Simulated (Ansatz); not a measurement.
**NSF3 (thiazyl trifluoride) at 6 levels**

We compute a comparison of 6 runs (HF/STO-3G, HF/def2-SVPD, B3LYP/6-31G*, BLYP/def2-SVPD, PBE0/def2-SVPD, CCSD/def2-SVPD) of NSF3 (thiazyl trifluoride). 

The calculation is run with Ansatz 0.2.0.

50 further runs of the same task are left out: 8 that didn't finish, 42 set aside as unsound or not needed.

## (1) The structure to begin with

NSF3 has 5 atoms, charge 0, and is taken as a singlet. As SMILES, `N#S(F)(F)F`. The S2–F5 distance was set to 3.421 Å, away from the relaxed value. At this shape a bond of the SMILES string is far longer than usual.

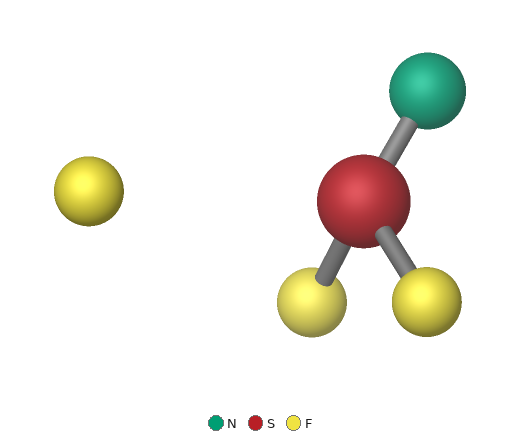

The structure, seen from a chosen angle (nitrogen teal, sulfur red, fluorine yellow).

## (2) A single-point energy at HF/STO-3G (run 1)

The input, run.yaml:

```yaml
crystal:
  periodic: [false, false, false]
  atoms:
    - {symbol: "N", position_ang: [-0.985088, -1.518749, 2.476545]}
    - {symbol: S, position_ang: [-0.682798, -1.515159, 1.100655]}
    - {symbol: F, position_ang: [0.387912, -2.453899, 0.476185]}
    - {symbol: F, position_ang: [-1.744078, -1.832209, 0.009425]}
    - {symbol: F, position_ang: [0.482210, 1.261610, -0.522150]}
basis:
  gaussian: {orbitals: STO-3G}
hamiltonian: {xc: hf}
accuracy: high
output: {orbitals: {seedname: orbitals}}
```

Run with:

```console
$ ansatz run run.yaml --threads 1 --pin off --max-ram 3480MiB --events-out events.jsonl --progress --plain --runs-dir runs
```

Output:

```text
Warning: RAYON_NUM_THREADS=1 ignored (pool sized by the plan → 1); use --threads N
Functional definition: HF
  name "HF"
  exchange = exact_x
  correlation = 0
541 factors; integrals over basis functions are off by at most 1.9e-8 eV
mean field evaluation 1: about -20133.6904 eV, gradient 4.2e1 eV
mean field evaluation 2: about -20133.8011 eV, gradient 4.2e1 eV
mean field evaluation 4: about -20131.2199 eV, gradient 5.0e1 eV
mean field evaluation 8: about -20129.9915 eV, gradient 2.9e1 eV
mean field evaluation 16: about -20145.0721 eV, gradient 1.4e-3 eV
mean field evaluation 32: about -20133.7123 eV, gradient 1.9e1 eV
mean field evaluation 64: about -20144.6199 eV, gradient 3.5e0 eV
mean field evaluation 96: about -20129.9492 eV, gradient 2.8e1 eV
mean field -20145.07130664 eV, -740.3177156992 hartree, gradient 1.4e-8 eV, S^2 0.000000; 2 other end points of the search recorded, 0 dependent functions left out
reference -20145.07130664 eV, -740.3177156992 hartree; 25, 25 occupied and 4, 4 virtual orbitals, 541 factors
Total energy: -20145.07130664 eV, -740.3177156992 hartree
```

Run time: 0.38 s. Hardware: 1 thread of Arm Neoverse V2, shared host.

## (3) The energy at HF/def2-SVPD (run 2)

The input, in.yaml:

```yaml
crystal:
  periodic: [false, false, false]
  atoms:
    - {symbol: "N", position_ang: [-0.985088, -1.518749, 2.476545]}
    - {symbol: S, position_ang: [-0.682798, -1.515159, 1.100655]}
    - {symbol: F, position_ang: [0.387912, -2.453899, 0.476185]}
    - {symbol: F, position_ang: [-1.744078, -1.832209, 0.009425]}
    - {symbol: F, position_ang: [0.482210, 1.261610, -0.522150]}
basis:
  gaussian:
    orbitals: def2-SVPD
hamiltonian:
  xc: hf
accuracy: high
output: {orbitals: {seedname: orbitals}}
```

Run with:

```console
$ ansatz run in.yaml --threads 1 --pin off --max-ram 3480MiB --events-out events.jsonl --progress --plain --runs-dir runs
```

Output:

```text
Warning: RAYON_NUM_THREADS=1 ignored (pool sized by the plan → 1); use --threads N
[... 4 set-up lines as earlier in the session ...]
2287 factors; integrals over basis functions are off by at most 3.0e-9 eV
mean field evaluation 1: about -20385.2175 eV, gradient 6.2e1 eV
mean field evaluation 2: about -20385.3395 eV, gradient 6.2e1 eV
mean field evaluation 4: about -20390.9012 eV, gradient 3.6e1 eV
mean field evaluation 8: about -20393.9145 eV, gradient 2.0e0 eV
mean field evaluation 16: about -20394.0121 eV, gradient 1.4e-7 eV
mean field -20394.01205134 eV, -749.4661193290 hartree, gradient 1.6e-8 eV, S^2 0.000000; 0 other end points of the search recorded, 0 dependent functions left out
reference -20394.01205134 eV, -749.4661193290 hartree; 25, 25 occupied and 91, 91 virtual orbitals, 2287 factors
Total energy: -20394.01205134 eV, -749.4661193290 hartree
```

It took 5.1 s on 1 thread of Arm Neoverse V2, shared host; peak memory 0.36 GiB.

Runs 3 to 4 aren't shown in full; the table further down has their settings and results.

## (4) The energy at PBE0/def2-SVPD (run 5)

The input, input.yaml:

```yaml
basis:
  gaussian: {orbitals: def2-SVPD}
crystal:
  periodic: [false, false, false]
  atoms:
    - {symbol: N, position_ang: [-0.985088, -1.518749, 2.476545]}
    - {symbol: S, position_ang: [-0.682798, -1.515159, 1.100655]}
    - {symbol: F, position_ang: [0.387912, -2.453899, 0.476185]}
    - {symbol: F, position_ang: [-1.744078, -1.832209, 0.009425]}
    - {symbol: F, position_ang: [0.482210, 1.261610, -0.522150]}
hamiltonian: {xc: {name: PBE0}}
accuracy: high
output: {orbitals: {seedname: orbitals}}
```

Run with:

```console
$ ansatz run input.yaml --threads 1 --pin off --max-ram 3480MiB --events-out events.jsonl --progress --plain --runs-dir runs
```

Output:

```text
Warning: RAYON_NUM_THREADS=1 ignored (pool sized by the plan → 1); use --threads N
Functional definition: PBE0
  name "PBE0"
  parameter a = 0.25
  parameter kappa = 0.804
  parameter beta = 0.06672455060314922
  exchange = (1 - a)*pbe_x(kappa = kappa, mu = beta*pi^2/3) + a*exact_x
  correlation = pbe_c(beta = beta)
2287 factors; integrals over basis functions are off by at most 3.0e-9 eV
mean field evaluation 1: about -20428.9851 eV, gradient 7.8e1 eV
mean field evaluation 2: about -20048.6277 eV, gradient 2.2e2 eV
mean field evaluation 4: about -20438.0323 eV, gradient 3.9e1 eV
mean field evaluation 8: about -20438.2714 eV, gradient 3.9e1 eV
mean field evaluation 16: about -20443.7280 eV, gradient 9.5e-9 eV
mean field evaluation 32: about -20441.9769 eV, gradient 1.8e1 eV
mean field -20443.72804287 eV, -751.2931483189 hartree, gradient 1.3e-8 eV, S^2 0.000000; 4 other end points of the search recorded, 0 dependent functions left out
reference -20443.72804643 eV, -751.2931484498 hartree; 25, 25 occupied and 91, 91 virtual orbitals, 2287 factors
Total energy: -20443.72804643 eV, -751.2931484498 hartree
```

It took 13 s on 1 thread of Arm Neoverse V2, shared host; peak memory 0.41 GiB.

## (5) The energy at CCSD/def2-SVPD (run 6)

input.yaml, as its differences from that of step 4:

```diff
@@ -1,3 +1 @@
-basis:
-  gaussian: {orbitals: def2-SVPD}
 crystal:
@@ -10,4 +8,13 @@
     - {symbol: F, position_ang: [0.482210, 1.261610, -0.522150]}
-hamiltonian: {xc: {name: PBE0}}
+basis:
+  gaussian:
+    orbitals: def2-SVPD
+magnetization:
+  spin_polarized: false
+  initial_magnetization: 0
+correlation:
+  method: ccsd
+  frozen_orbitals: {F: 1, "N": 1, S: 5}
 accuracy: high
-output: {orbitals: {seedname: orbitals}}
+scf:
+  omitted_lower_state_checks: [cluster_reference, increment]
```

Run with:

```console
$ ansatz run input.yaml --threads 1 --pin off --max-ram 3480MiB --events-out events.jsonl --progress --plain --runs-dir runs
```

Output:

```text
Warning: RAYON_NUM_THREADS=1 ignored (pool sized by the plan → 1); use --threads N
[... 12 lines left out ...]
9 core orbitals not correlated: weight in the atoms' cores, before any rotation towards them, 1.000 or more for the frozen orbitals, at most 0.000 for the correlated occupied ones
[... 66 lines left out ...]
WARN: these amplitudes may be one of several solutions (largest doubles amplitude 0.68, level shift 6.80 eV)
Total energy: -20421.07385991 eV, -750.4606224505 hartree
Checks for a lower state left out: cluster_reference, increment
```

Wall time 2.8 min (1 thread of Arm Neoverse V2, shared host); peak memory 1.1 GiB.

## (6) The series

```
run                               level  frozen core orbitals  energy (Eh)  HOMO energy (eV)  LUMO energy (eV)  HOMO–LUMO gap (eV)  wall time
  1                           HF/STO-3G                     –  -740.317716             -2.98              0.93                3.91     0.38 s
  2                        HF/def2-SVPD                     –  -749.466119            -10.39             -5.08                5.31      5.1 s
  3  B3LYP/6-31G* (spherical functions)                     –  -752.117613             -8.27             -6.95                1.31      6.6 s
  4                      BLYP/def2-SVPD                     –  -751.803147                 –                 –                   –       13 s
  5                      PBE0/def2-SVPD                     –  -751.293148             -9.18             -7.58                1.60       13 s
  6                      CCSD/def2-SVPD                     9  -750.460622                 –                 –                   –    2.8 min
```

## (7) What came out

| quantity | value |
| --- | --- |
| run 6: total energy | -750.46062 Eh |
| run 6: correlation energy (9 core orbitals frozen) | -994.5 mEh |
| run 6: T1 diagnostic | 0.106 |

What this shows: Over runs 1, 2, 3, 5 the HOMO–LUMO gap runs from 1.31 eV (B3LYP/6-31G*) to 5.31 eV (HF/def2-SVPD). The two ends differ in method and basis. Totals of different functionals can't be ranked against each other. In run 6 the T1 diagnostic is large, so a single reference may not serve. In run 6 the log says that unrestricted orbitals would lower the reference, so the values rest on an unstable closed-shell determinant (other closed-shell runs at this shape may share the fault). In run 1 the basis is minimal, so the values are rough. In runs 1, 2, 3, 4, 5, 6 a closed-shell determinant meets a far-stretched bond, which it describes badly. All runs together took 3.4 min, the longest 2.8 min.
